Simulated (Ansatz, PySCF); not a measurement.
Bond stretch in LiH, singlet.

Computed with: RKS-PBE = Ansatz (a program for electronic structure) with restricted PBE/cc-pVDZ; UCCSD(T) = CCSD(T) on UHF/cc-pVDZ, frozen core (Ansatz); UHF/LANL2DZ = unrestricted Hartree-Fock/LANL2DZ run with PySCF.

Energies are in kcal/mol, each relative to the lowest point of its own curve near equilibrium.

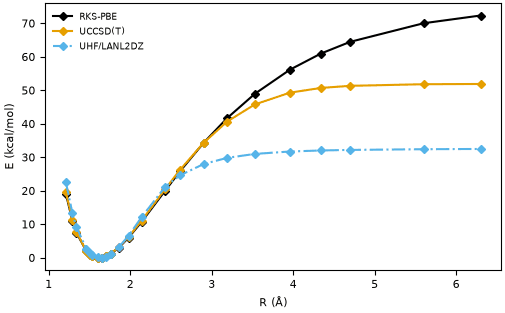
Figure: Energy against bond length for each method.

| R / Å | RKS-PBE | UCCSD(T) | UHF/LANL2DZ |
|---|---|---|---|
| 1.21 | 19.1 | 19.6 | 22.6 |
| 1.29 | 11.1 | 11.3 | 13.4 |
| 1.34 | 7.4 | 7.6 | 9.1 |
| 1.46 | 2.1 | 2.1 | 2.7 |
| 1.51 | 0.9 | 0.9 | 1.3 |
| 1.53 | 0.6 | 0.6 | 0.9 |
| 1.60 | 0.0 | 0.0 | 0.1 |
| 1.65 | 0.0 | 0.0 | 0.0 |
| 1.70 | 0.4 | 0.4 | 0.3 |
| 1.76 | 1.1 | 1.2 | 1.1 |
| 1.86 | 3.0 | 3.1 | 3.1 |
| 1.98 | 6.0 | 6.2 | 6.6 |
| 2.14 | 10.7 | 11.1 | 12.1 |
| 2.43 | 20.1 | 20.5 | 21.2 |
| 2.61 | 25.8 | 26.2 | 24.6 |
| 2.90 | 34.3 | 34.3 | 28.0 |
| 3.19 | 41.7 | 40.7 | 29.8 |
| 3.53 | 49.0 | 45.8 | 31.0 |
| 3.96 | 56.1 | 49.3 | 31.7 |
| 4.34 | 61.0 | 50.7 | 32.0 |
| 4.70 | 64.5 | 51.3 | 32.2 |
| 5.60 | 70.0 | 51.8 | 32.4 |
| 6.30 | 72.3 | 51.9 | 32.5 |

At the longest distance, 6.30 Å, RKS-PBE lies highest above its minimum (72.3 kcal/mol) and UHF/LANL2DZ lowest (32.5 kcal/mol).

The restricted form behind RKS-PBE keeps the bonding electrons paired and can't separate into open-shell fragments. The unrestricted determinant behind UCCSD(T), UHF/LANL2DZ is spin-contaminated at 2.43 to 6.30 Å (<S²> up to 1.0, against 0.00 for a pure singlet). With two correlated electrons CCSD is exact in the basis where it finds the lowest root (UCCSD(T)).
